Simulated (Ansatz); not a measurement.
Molecular dynamics of ZrH$_{2}$Cl$_{2}$F$_{2}$ (part 1 of 4)

System: ZrH$_{2}$Cl$_{2}$F$_{2}$.
Method: RKS PBE0-D4/def2-SVP (Ansatz 0.2.0).

It belongs to a series of runs on one base structure; here: dynamics from the highest image of the converged band. Figures and captions count atoms from 1; the log counts them from 0 in places.

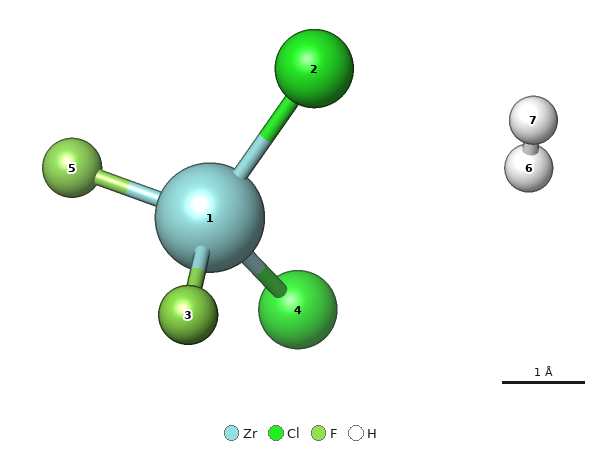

Figure 1. The structure as given in the input (ball-and-stick view, seen at a tilt; atoms are numbered from 1 in the order of the input). Sticks mark near contacts. Bond lengths as drawn: Cl–Zr 2.34 Å, F–Zr 1.88 Å and H–H 0.76 Å.

## Key numbers

| quantity | value |
| --- | --- |
| outcome | finished |
| mean temperature over the second half | 43 K |
| trajectory | 200 steps, 100 fs |
| ensemble | nve |
| temperature in the input | 100.0 K |
| time step | 0.5 fs |
| potential energy (last step) | −31774.5502 eV |
| mean-field energy (last step) | −31774.4104 eV |
| largest force (length of the vector) (last step) | 1.116 eV/Å |
| hardware | 2 threads of Arm Neoverse V2, 24 GiB of memory available, shared host |
| wall time | 8.8 min (CPU time 17 min) |
| peak memory | 0.24 GiB |

## Notes

So short a trajectory is not equilibrated.

## The input
```yaml
crystal:
  periodic: [false, false, false]
  atoms:
    - { symbol: Zr, position_ang: [0.043697, -0.525587, -0.238186] }
    - { symbol: Cl, position_ang: [0.577221, -0.458429, 2.03487] }
    - { symbol: F, position_ang: [1.490761, -1.253618, -1.199918] }
    - { symbol: Cl, position_ang: [-0.420079, 1.617842, -1.042856] }
    - { symbol: F, position_ang: [-1.462043, -1.628063, -0.495871] }
    - { symbol: H, position_ang: [0.394794, 3.257838, 1.713086] }
    - { symbol: H, position_ang: [0.598247, 2.860819, 2.329377] }
basis:
  gaussian: { orbitals: def2-SVP }
hamiltonian:
  xc: pbe0
  dispersion: d4
md:
  timestep: 0.5
  n_steps: 200
  ensemble: nve
  temperature: 100.0
  initial_velocities: maxwell_boltzmann
  seed: 3384
```

Launch command:
```bash
ansatz run input.yaml --threads 2 --pin off --max-ram 3072MiB --backend cpu --events-out ev --progress --plain --runs-dir out
```

## Output
```
Engine: ansatz 0.2.0, aarch64-unknown-linux-gnu
Functional definition: PBE0
  parameter a = 0.25
  parameter kappa = 0.804
  parameter beta = 0.06672455060314922
  exchange = (1 - a)*pbe_x(kappa = kappa, mu = beta*pi^2/3) + a*exact_x
  correlation = pbe_c(beta = beta)
1078 factors; integrals over basis functions are off by at most 2.8e-4 eV
mean field evaluation 1: about -31770.1623 eV, gradient 4.9e1 eV
mean field evaluation 2: about -31746.0560 eV, gradient 1.3e2 eV
mean field evaluation 4: about -31774.3840 eV, gradient 2.5e0 eV
mean field evaluation 8: about -31774.4386 eV, gradient 2.0e-1 eV
mean field evaluation 16: about -31774.4387 eV, gradient 6.0e-6 eV
mean field -31774.43871484 eV, -1167.6890852823 hartree, gradient 7.7e-6 eV, S^2 0.000000; 0 other end points of the search recorded, 0 dependent functions left out
the calculation of the forces begins
reference -31774.43877431 eV, -1167.6890874678 hartree; 33, 33 occupied and 72, 72 virtual orbitals, 1078 factors
md step     0: t =     0.00 fs  T =   100.0 K  F+E_penalty+E_count = -31774.58403537 eV  E_kin = 0.064630 eV  conserved = -31774.51940538 eV  (28 SCF iters)
these checks for a lower state are left out or cut short: starts, cluster_reference, orbital_swaps, neighbouring_geometries, increment
1078 factors; integrals over basis functions are off by at most 2.8e-4 eV
mean field -31774.43851522 eV, -1167.6890779465 hartree, gradient 1.0e-5 eV, S^2 0.000000; 0 other end points of the search recorded, 0 dependent functions left out
the calculation of the forces begins
reference -31774.43857471 eV, -1167.6890801327 hartree; 33, 33 occupied and 72, 72 virtual orbitals, 1078 factors
md step     1: t =     0.50 fs  T =    99.6 K  F+E_penalty+E_count = -31774.58378190 eV  E_kin = 0.064379 eV  conserved = -31774.51940254 eV  (26 SCF iters, 3 dispersion substeps)
[... from here on the SCF iterations and repeated set-up lines of each step are left out, up to the last step ...]
md step     2: t =     1.00 fs  T =    98.5 K  F+E_penalty+E_count = -31774.58307961 eV  E_kin = 0.063687 eV  conserved = -31774.51939267 eV  (26 SCF iters, 3 dispersion substeps)
md step     3: t =     1.50 fs  T =    97.0 K  F+E_penalty+E_count = -31774.58208358 eV  E_kin = 0.062702 eV  conserved = -31774.51938187 eV  (26 SCF iters, 3 dispersion substeps)
md step     4: t =     2.00 fs  T =    95.3 K  F+E_penalty+E_count = -31774.58096324 eV  E_kin = 0.061587 eV  conserved = -31774.51937612 eV  (26 SCF iters, 3 dispersion substeps)
md step     5: t =     2.50 fs  T =    93.5 K  F+E_penalty+E_count = -31774.57980867 eV  E_kin = 0.060431 eV  conserved = -31774.51937814 eV  (25 SCF iters, 3 dispersion substeps)
md step     6: t =     3.00 fs  T =    91.6 K  F+E_penalty+E_count = -31774.57858742 eV  E_kin = 0.059201 eV  conserved = -31774.51938593 eV  (26 SCF iters, 3 dispersion substeps)
md step     7: t =     3.50 fs  T =    89.4 K  F+E_penalty+E_count = -31774.57717603 eV  E_kin = 0.057782 eV  conserved = -31774.51939373 eV  (26 SCF iters, 3 dispersion substeps)
md step     8: t =     4.00 fs  T =    86.7 K  F+E_penalty+E_count = -31774.57544896 eV  E_kin = 0.056053 eV  conserved = -31774.51939560 eV  (25 SCF iters, 3 dispersion substeps)
md step     9: t =     4.50 fs  T =    83.5 K  F+E_penalty+E_count = -31774.57337218 eV  E_kin = 0.053983 eV  conserved = -31774.51938877 eV  (26 SCF iters, 3 dispersion substeps)
md step    10: t =     5.00 fs  T =    79.9 K  F+E_penalty+E_count = -31774.57104368 eV  E_kin = 0.051667 eV  conserved = -31774.51937623 eV  (26 SCF iters, 3 dispersion substeps)
md step    11: t =     5.50 fs  T =    76.3 K  F+E_penalty+E_count = -31774.56864846 eV  E_kin = 0.049283 eV  conserved = -31774.51936510 eV  (25 SCF iters, 3 dispersion substeps)
md step    12: t =     6.00 fs  T =    72.7 K  F+E_penalty+E_count = -31774.56635309 eV  E_kin = 0.046991 eV  conserved = -31774.51936170 eV  (25 SCF iters, 3 dispersion substeps)
md step    13: t =     6.50 fs  T =    69.4 K  F+E_penalty+E_count = -31774.56421134 eV  E_kin = 0.044844 eV  conserved = -31774.51936685 eV  (25 SCF iters, 3 dispersion substeps)
md step    14: t =     7.00 fs  T =    66.2 K  F+E_penalty+E_count = -31774.56214897 eV  E_kin = 0.042773 eV  conserved = -31774.51937577 eV  (24 SCF iters, 3 dispersion substeps)
md step    15: t =     7.50 fs  T =    62.9 K  F+E_penalty+E_count = -31774.56003705 eV  E_kin = 0.040656 eV  conserved = -31774.51938113 eV  (25 SCF iters, 3 dispersion substeps)
md step    16: t =     8.00 fs  T =    59.5 K  F+E_penalty+E_count = -31774.55780168 eV  E_kin = 0.038423 eV  conserved = -31774.51937839 eV  (25 SCF iters, 3 dispersion substeps)
md step    17: t =     8.50 fs  T =    55.9 K  F+E_penalty+E_count = -31774.55549241 eV  E_kin = 0.036124 eV  conserved = -31774.51936851 eV  (25 SCF iters, 3 dispersion substeps)
md step    18: t =     9.00 fs  T =    52.5 K  F+E_penalty+E_count = -31774.55326756 eV  E_kin = 0.033910 eV  conserved = -31774.51935716 eV  (26 SCF iters, 3 dispersion substeps)
md step    19: t =     9.50 fs  T =    49.4 K  F+E_penalty+E_count = -31774.55130964 eV  E_kin = 0.031959 eV  conserved = -31774.51935015 eV  (26 SCF iters, 3 dispersion substeps)
md step    20: t =    10.00 fs  T =    47.0 K  F+E_penalty+E_count = -31774.54972925 eV  E_kin = 0.030378 eV  conserved = -31774.51935119 eV  (26 SCF iters, 3 dispersion substeps)
md step    21: t =    10.50 fs  T =    45.1 K  F+E_penalty+E_count = -31774.54851034 eV  E_kin = 0.029151 eV  conserved = -31774.51935900 eV  (30 SCF iters, 3 dispersion substeps)
md step    22: t =    11.00 fs  T =    43.6 K  F+E_penalty+E_count = -31774.54753027 eV  E_kin = 0.028162 eV  conserved = -31774.51936798 eV  (26 SCF iters, 3 dispersion substeps)
md step    23: t =    11.50 fs  T =    42.2 K  F+E_penalty+E_count = -31774.54664372 eV  E_kin = 0.027271 eV  conserved = -31774.51937227 eV  (25 SCF iters, 3 dispersion substeps)
md step    24: t =    12.00 fs  T =    40.9 K  F+E_penalty+E_count = -31774.54577923 eV  E_kin = 0.026411 eV  conserved = -31774.51936826 eV  (25 SCF iters, 3 dispersion substeps)
md step    25: t =    12.50 fs  T =    39.7 K  F+E_penalty+E_count = -31774.54499244 eV  E_kin = 0.025634 eV  conserved = -31774.51935802 eV  (25 SCF iters, 3 dispersion substeps)
md step    26: t =    13.00 fs  T =    38.8 K  F+E_penalty+E_count = -31774.54443442 eV  E_kin = 0.025086 eV  conserved = -31774.51934814 eV  (25 SCF iters, 3 dispersion substeps)
md step    27: t =    13.50 fs  T =    38.5 K  F+E_penalty+E_count = -31774.54425199 eV  E_kin = 0.024907 eV  conserved = -31774.51934536 eV  (25 SCF iters, 3 dispersion substeps)
md step    28: t =    14.00 fs  T =    38.9 K  F+E_penalty+E_count = -31774.54448635 eV  E_kin = 0.025135 eV  conserved = -31774.51935172 eV  (26 SCF iters, 3 dispersion substeps)
md step    29: t =    14.50 fs  T =    39.7 K  F+E_penalty+E_count = -31774.54504232 eV  E_kin = 0.025679 eV  conserved = -31774.51936304 eV  (26 SCF iters, 3 dispersion substeps)
md step    30: t =    15.00 fs  T =    40.8 K  F+E_penalty+E_count = -31774.54575094 eV  E_kin = 0.026379 eV  conserved = -31774.51937204 eV  (26 SCF iters, 3 dispersion substeps)
md step    31: t =    15.50 fs  T =    41.9 K  F+E_penalty+E_count = -31774.54647942 eV  E_kin = 0.027106 eV  conserved = -31774.51937340 eV  (26 SCF iters, 3 dispersion substeps)
md step    32: t =    16.00 fs  T =    43.1 K  F+E_penalty+E_count = -31774.54721131 eV  E_kin = 0.027844 eV  conserved = -31774.51936716 eV  (26 SCF iters, 3 dispersion substeps)
md step    33: t =    16.50 fs  T =    44.4 K  F+E_penalty+E_count = -31774.54804600 eV  E_kin = 0.028688 eV  conserved = -31774.51935820 eV  (26 SCF iters, 3 dispersion substeps)
md step    34: t =    17.00 fs  T =    46.1 K  F+E_penalty+E_count = -31774.54912345 eV  E_kin = 0.029770 eV  conserved = -31774.51935295 eV  (26 SCF iters, 3 dispersion substeps)
md step    35: t =    17.50 fs  T =    48.2 K  F+E_penalty+E_count = -31774.55052514 eV  E_kin = 0.031170 eV  conserved = -31774.51935549 eV  (26 SCF iters, 3 dispersion substeps)
md step    36: t =    18.00 fs  T =    50.8 K  F+E_penalty+E_count = -31774.55221095 eV  E_kin = 0.032846 eV  conserved = -31774.51936527 eV  (26 SCF iters, 3 dispersion substeps)
md step    37: t =    18.50 fs  T =    53.6 K  F+E_penalty+E_count = -31774.55402802 eV  E_kin = 0.034651 eV  conserved = -31774.51937736 eV  (25 SCF iters, 3 dispersion substeps)
md step    38: t =    19.00 fs  T =    56.3 K  F+E_penalty+E_count = -31774.55578701 eV  E_kin = 0.036402 eV  conserved = -31774.51938524 eV  (25 SCF iters, 3 dispersion substeps)
md step    39: t =    19.50 fs  T =    58.8 K  F+E_penalty+E_count = -31774.55736251 eV  E_kin = 0.037978 eV  conserved = -31774.51938480 eV  (25 SCF iters, 3 dispersion substeps)
md step    40: t =    20.00 fs  T =    60.9 K  F+E_penalty+E_count = -31774.55875613 eV  E_kin = 0.039379 eV  conserved = -31774.51937725 eV  (25 SCF iters, 3 dispersion substeps)
md step    41: t =    20.50 fs  T =    63.0 K  F+E_penalty+E_count = -31774.56007845 eV  E_kin = 0.040710 eV  conserved = -31774.51936865 eV  (25 SCF iters, 3 dispersion substeps)
md step    42: t =    21.00 fs  T =    65.1 K  F+E_penalty+E_count = -31774.56145643 eV  E_kin = 0.042090 eV  conserved = -31774.51936613 eV  (25 SCF iters, 3 dispersion substeps)
md step    43: t =    21.50 fs  T =    67.4 K  F+E_penalty+E_count = -31774.56292668 eV  E_kin = 0.043554 eV  conserved = -31774.51937261 eV  (25 SCF iters, 3 dispersion substeps)
md step    44: t =    22.00 fs  T =    69.6 K  F+E_penalty+E_count = -31774.56439118 eV  E_kin = 0.045006 eV  conserved = -31774.51938471 eV  (25 SCF iters, 3 dispersion substeps)
md step    45: t =    22.50 fs  T =    71.6 K  F+E_penalty+E_count = -31774.56566780 eV  E_kin = 0.046273 eV  conserved = -31774.51939525 eV  (29 SCF iters, 3 dispersion substeps)
md step    46: t =    23.00 fs  T =    73.0 K  F+E_penalty+E_count = -31774.56659893 eV  E_kin = 0.047201 eV  conserved = -31774.51939828 eV  (26 SCF iters, 3 dispersion substeps)
md step    47: t =    23.50 fs  T =    73.9 K  F+E_penalty+E_count = -31774.56714155 eV  E_kin = 0.047749 eV  conserved = -31774.51939294 eV  (26 SCF iters, 3 dispersion substeps)
md step    48: t =    24.00 fs  T =    74.3 K  F+E_penalty+E_count = -31774.56738054 eV  E_kin = 0.047997 eV  conserved = -31774.51938357 eV  (26 SCF iters, 3 dispersion substeps)
md step    49: t =    24.50 fs  T =    74.4 K  F+E_penalty+E_count = -31774.56746244 eV  E_kin = 0.048086 eV  conserved = -31774.51937662 eV  (26 SCF iters, 3 dispersion substeps)
md step    50: t =    25.00 fs  T =    74.5 K  F+E_penalty+E_count = -31774.56749593 eV  E_kin = 0.048119 eV  conserved = -31774.51937674 eV  (26 SCF iters, 3 dispersion substeps)
md step    51: t =    25.50 fs  T =    74.4 K  F+E_penalty+E_count = -31774.56748017 eV  E_kin = 0.048096 eV  conserved = -31774.51938411 eV  (26 SCF iters, 3 dispersion substeps)
md step    52: t =    26.00 fs  T =    74.1 K  F+E_penalty+E_count = -31774.56730212 eV  E_kin = 0.047908 eV  conserved = -31774.51939430 eV  (26 SCF iters, 3 dispersion substeps)
md step    53: t =    26.50 fs  T =    73.3 K  F+E_penalty+E_count = -31774.56680477 eV  E_kin = 0.047404 eV  conserved = -31774.51940083 eV  (26 SCF iters, 3 dispersion substeps)
md step    54: t =    27.00 fs  T =    71.9 K  F+E_penalty+E_count = -31774.56588719 eV  E_kin = 0.046488 eV  conserved = -31774.51939875 eV  (26 SCF iters, 3 dispersion substeps)
md step    55: t =    27.50 fs  T =    69.9 K  F+E_penalty+E_count = -31774.56457722 eV  E_kin = 0.045188 eV  conserved = -31774.51938894 eV  (26 SCF iters, 3 dispersion substeps)
md step    56: t =    28.00 fs  T =    67.5 K  F+E_penalty+E_count = -31774.56302410 eV  E_kin = 0.043647 eV  conserved = -31774.51937704 eV  (26 SCF iters, 3 dispersion substeps)
md step    57: t =    28.50 fs  T =    65.1 K  F+E_penalty+E_count = -31774.56141267 eV  E_kin = 0.042043 eV  conserved = -31774.51936981 eV  (26 SCF iters, 3 dispersion substeps)
md step    58: t =    29.00 fs  T =    62.6 K  F+E_penalty+E_count = -31774.55985387 eV  E_kin = 0.040482 eV  conserved = -31774.51937146 eV  (25 SCF iters, 3 dispersion substeps)
md step    59: t =    29.50 fs  T =    60.3 K  F+E_penalty+E_count = -31774.55832532 eV  E_kin = 0.038946 eV  conserved = -31774.51937948 eV  (24 SCF iters, 3 dispersion substeps)
md step    60: t =    30.00 fs  T =    57.7 K  F+E_penalty+E_count = -31774.55670844 eV  E_kin = 0.037321 eV  conserved = -31774.51938700 eV  (24 SCF iters, 3 dispersion substeps)
md step    61: t =    30.50 fs  T =    54.9 K  F+E_penalty+E_count = -31774.55489231 eV  E_kin = 0.035505 eV  conserved = -31774.51938754 eV  (24 SCF iters, 3 dispersion substeps)
md step    62: t =    31.00 fs  T =    51.8 K  F+E_penalty+E_count = -31774.55287083 eV  E_kin = 0.033491 eV  conserved = -31774.51937970 eV  (25 SCF iters, 3 dispersion substeps)
md step    63: t =    31.50 fs  T =    48.6 K  F+E_penalty+E_count = -31774.55076704 eV  E_kin = 0.031400 eV  conserved = -31774.51936721 eV  (25 SCF iters, 3 dispersion substeps)
md step    64: t =    32.00 fs  T =    45.5 K  F+E_penalty+E_count = -31774.54877553 eV  E_kin = 0.029419 eV  conserved = -31774.51935654 eV  (26 SCF iters, 3 dispersion substeps)
md step    65: t =    32.50 fs  T =    42.9 K  F+E_penalty+E_count = -31774.54706235 eV  E_kin = 0.027709 eV  conserved = -31774.51935292 eV  (26 SCF iters, 3 dispersion substeps)
md step    66: t =    33.00 fs  T =    40.7 K  F+E_penalty+E_count = -31774.54568480 eV  E_kin = 0.026327 eV  conserved = -31774.51935735 eV  (26 SCF iters, 3 dispersion substeps)
md step    67: t =    33.50 fs  T =    39.0 K  F+E_penalty+E_count = -31774.54457642 eV  E_kin = 0.025210 eV  conserved = -31774.51936592 eV  (26 SCF iters, 3 dispersion substeps)
md step    68: t =    34.00 fs  T =    37.5 K  F+E_penalty+E_count = -31774.54360607 eV  E_kin = 0.024234 eV  conserved = -31774.51937230 eV  (30 SCF iters, 3 dispersion substeps)
md step    69: t =    34.50 fs  T =    36.1 K  F+E_penalty+E_count = -31774.54267612 eV  E_kin = 0.023305 eV  conserved = -31774.51937134 eV  (26 SCF iters, 3 dispersion substeps)
md step    70: t =    35.00 fs  T =    34.7 K  F+E_penalty+E_count = -31774.54180124 eV  E_kin = 0.022439 eV  conserved = -31774.51936264 eV  (26 SCF iters, 3 dispersion substeps)
md step    71: t =    35.50 fs  T =    33.7 K  F+E_penalty+E_count = -31774.54111403 eV  E_kin = 0.021763 eV  conserved = -31774.51935124 eV  (25 SCF iters, 3 dispersion substeps)
md step    72: t =    36.00 fs  T =    33.2 K  F+E_penalty+E_count = -31774.54078782 eV  E_kin = 0.021443 eV  conserved = -31774.51934468 eV  (25 SCF iters, 3 dispersion substeps)
md step    73: t =    36.50 fs  T =    33.4 K  F+E_penalty+E_count = -31774.54092384 eV  E_kin = 0.021577 eV  conserved = -31774.51934726 eV  (24 SCF iters, 3 dispersion substeps)
md step    74: t =    37.00 fs  T =    34.2 K  F+E_penalty+E_count = -31774.54148281 eV  E_kin = 0.022125 eV  conserved = -31774.51935751 eV  (24 SCF iters, 3 dispersion substeps)
md step    75: t =    37.50 fs  T =    35.5 K  F+E_penalty+E_count = -31774.54230879 eV  E_kin = 0.022940 eV  conserved = -31774.51936882 eV  (25 SCF iters, 3 dispersion substeps)
md step    76: t =    38.00 fs  T =    36.9 K  F+E_penalty+E_count = -31774.54322906 eV  E_kin = 0.023855 eV  conserved = -31774.51937421 eV  (25 SCF iters, 3 dispersion substeps)
md step    77: t =    38.50 fs  T =    38.4 K  F+E_penalty+E_count = -31774.54415875 eV  E_kin = 0.024787 eV  conserved = -31774.51937145 eV  (25 SCF iters, 3 dispersion substeps)
md step    78: t =    39.00 fs  T =    39.9 K  F+E_penalty+E_count = -31774.54513881 eV  E_kin = 0.025775 eV  conserved = -31774.51936350 eV  (25 SCF iters, 3 dispersion substeps)
md step    79: t =    39.50 fs  T =    41.7 K  F+E_penalty+E_count = -31774.54628996 eV  E_kin = 0.026933 eV  conserved = -31774.51935656 eV  (26 SCF iters, 3 dispersion substeps)
md step    80: t =    40.00 fs  T =    43.9 K  F+E_penalty+E_count = -31774.54771672 eV  E_kin = 0.028360 eV  conserved = -31774.51935625 eV  (26 SCF iters, 3 dispersion substeps)
md step    81: t =    40.50 fs  T =    46.5 K  F+E_penalty+E_count = -31774.54942224 eV  E_kin = 0.030058 eV  conserved = -31774.51936403 eV  (26 SCF iters, 3 dispersion substeps)
md step    82: t =    41.00 fs  T =    49.4 K  F+E_penalty+E_count = -31774.55128505 eV  E_kin = 0.031908 eV  conserved = -31774.51937658 eV  (25 SCF iters, 3 dispersion substeps)
md step    83: t =    41.50 fs  T =    52.2 K  F+E_penalty+E_count = -31774.55311036 eV  E_kin = 0.033723 eV  conserved = -31774.51938751 eV  (25 SCF iters, 3 dispersion substeps)
md step    84: t =    42.00 fs  T =    54.7 K  F+E_penalty+E_count = -31774.55472796 eV  E_kin = 0.035337 eV  conserved = -31774.51939108 eV  (25 SCF iters, 3 dispersion substeps)
md step    85: t =    42.50 fs  T =    56.8 K  F+E_penalty+E_count = -31774.55607912 eV  E_kin = 0.036693 eV  conserved = -31774.51938631 eV  (25 SCF iters, 3 dispersion substeps)
md step    86: t =    43.00 fs  T =    58.6 K  F+E_penalty+E_count = -31774.55723449 eV  E_kin = 0.037857 eV  conserved = -31774.51937736 eV  (25 SCF iters, 3 dispersion substeps)
md step    87: t =    43.50 fs  T =    60.3 K  F+E_penalty+E_count = -31774.55832807 eV  E_kin = 0.038956 eV  conserved = -31774.51937159 eV  (25 SCF iters, 3 dispersion substeps)
md step    88: t =    44.00 fs  T =    62.0 K  F+E_penalty+E_count = -31774.55944552 eV  E_kin = 0.040071 eV  conserved = -31774.51937416 eV  (24 SCF iters, 3 dispersion substeps)
md step    89: t =    44.50 fs  T =    63.7 K  F+E_penalty+E_count = -31774.56054561 eV  E_kin = 0.041161 eV  conserved = -31774.51938433 eV  (26 SCF iters, 3 dispersion substeps)
md step    90: t =    45.00 fs  T =    65.1 K  F+E_penalty+E_count = -31774.56147167 eV  E_kin = 0.042076 eV  conserved = -31774.51939605 eV  (26 SCF iters, 3 dispersion substeps)
md step    91: t =    45.50 fs  T =    66.0 K  F+E_penalty+E_count = -31774.56204459 eV  E_kin = 0.042643 eV  conserved = -31774.51940198 eV  (26 SCF iters, 3 dispersion substeps)
md step    92: t =    46.00 fs  T =    66.2 K  F+E_penalty+E_count = -31774.56217181 eV  E_kin = 0.042773 eV  conserved = -31774.51939901 eV  (29 SCF iters, 3 dispersion substeps)
md step    93: t =    46.50 fs  T =    65.8 K  F+E_penalty+E_count = -31774.56189671 eV  E_kin = 0.042507 eV  conserved = -31774.51938958 eV  (26 SCF iters, 3 dispersion substeps)
md step    94: t =    47.00 fs  T =    65.0 K  F+E_penalty+E_count = -31774.56136225 eV  E_kin = 0.041982 eV  conserved = -31774.51937981 eV  (26 SCF iters, 3 dispersion substeps)
md step    95: t =    47.50 fs  T =    64.0 K  F+E_penalty+E_count = -31774.56071720 eV  E_kin = 0.041342 eV  conserved = -31774.51937561 eV  (26 SCF iters, 3 dispersion substeps)
md step    96: t =    48.00 fs  T =    62.9 K  F+E_penalty+E_count = -31774.56002517 eV  E_kin = 0.040646 eV  conserved = -31774.51937923 eV  (24 SCF iters, 3 dispersion substeps)
```
